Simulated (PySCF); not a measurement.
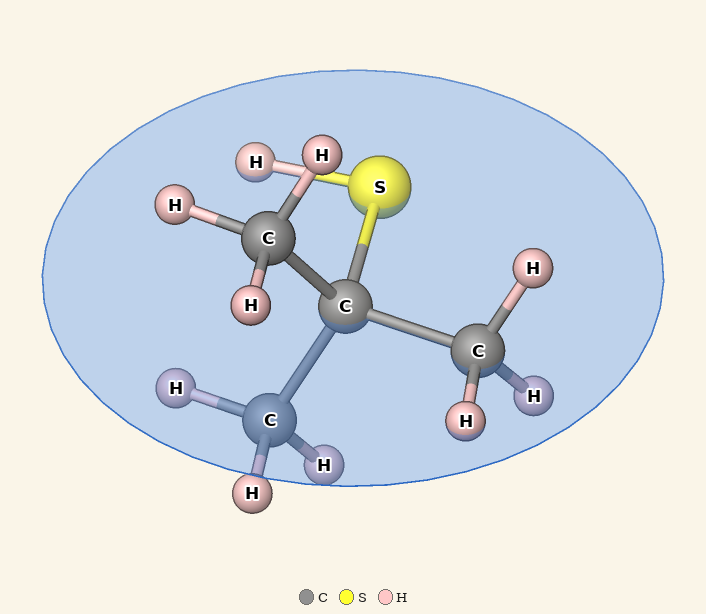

All proper rotation axes (lines) and mirror planes (discs) of the structure are drawn in. Depth is shown by fading: the farther an atom, the more it takes the colour of the background. The geometry was computed by an optimisation with GFN2-xTB. No frequency run is at hand to confirm it as a minimum.

> Name the symmetry elements and the point group.

It has 1 mirror plane. Point group Cs. The group has 2 operations. The geometry is achiral, and symmetry allows a dipole moment.
